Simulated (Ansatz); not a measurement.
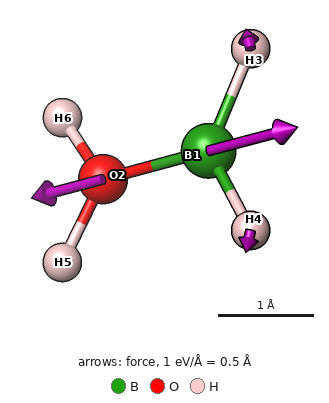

Starting geometry of BH₄O (charge +1) with the computed forces as purple arrows. The picture is a ball-and-stick view, seen from a free direction.

Method: RKS PBE0-D4/def2-TZVP in Ansatz 0.2.0.

Input file:
```yaml
crystal:
  periodic: [false, false, false]
  atoms:
    - {symbol: B, position_ang: [-0.044520, -0.657380, -0.161960]}
    - {symbol: O, position_ang: [0.044980, 0.669080, 0.164900]}
    - {symbol: H, position_ang: [0.940820, -1.219220, -0.432500]}
    - {symbol: H, position_ang: [-1.101100, -1.150690, -0.151740]}
    - {symbol: H, position_ang: [-0.733190, 1.207210, 0.402590]}
    - {symbol: H, position_ang: [0.893020, 1.151000, 0.178700]}
basis:
  gaussian: {orbitals: def2-TZVP}
total_charge: 1
hamiltonian: {xc: pbe0, dispersion: d4}
relax: {f_tol: 0.005, max_steps: 200}
```

Command:
```bash
ansatz run in.yaml --threads 2 --pin off --events-out ev --progress --plain --max-ram 4352MiB
```

### What follows when this structure is relaxed?

It isn't relaxed: the largest force vector, on B1, is 2.33 eV/Å. The final displacements follow the starting forces only in part (cosine between the two patterns 0.72). B1 moves most after the best rigid fit: 0.062 Å. By element the largest moves are B 0.062 Å, H 0.051 Å, O 0.010 Å. Near-neighbour distances that change, for instance: B1–O2 1.369 → 1.441 Å, B1–H3 1.166 → 1.179 Å. Among the angles between lasting bonds that change: H3–B1–H4 124.3° → 132.9°, O2–B1–H3 117.8° → 113.5°. The energy falls by 9.91 kJ/mol in 5 geometry steps. The largest force component goes from 2.3 to 0.00042 eV/Å.
